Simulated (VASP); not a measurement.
Band structure of MgB2 (AlB2 type). Method: PBE GGA, VASP's PBE PAW potentials (set 64) (plane waves; VASP).

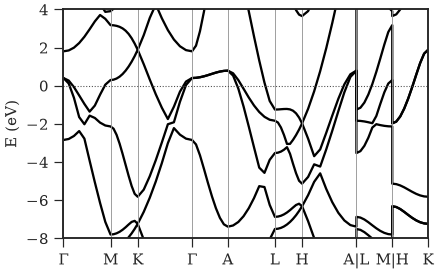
Figure. Bands along high-symmetry lines, zero at the valence-band maximum or, without a gap, the Fermi level

Problem. Read the plot: is there a gap, and where are the band edges?

Solution. It has no gap at this level: it comes out as a metal or semimetal. (Edges off the drawn lines would not show.)

The compound is MgB2 in the AlB2 type structure. It was relaxed first.
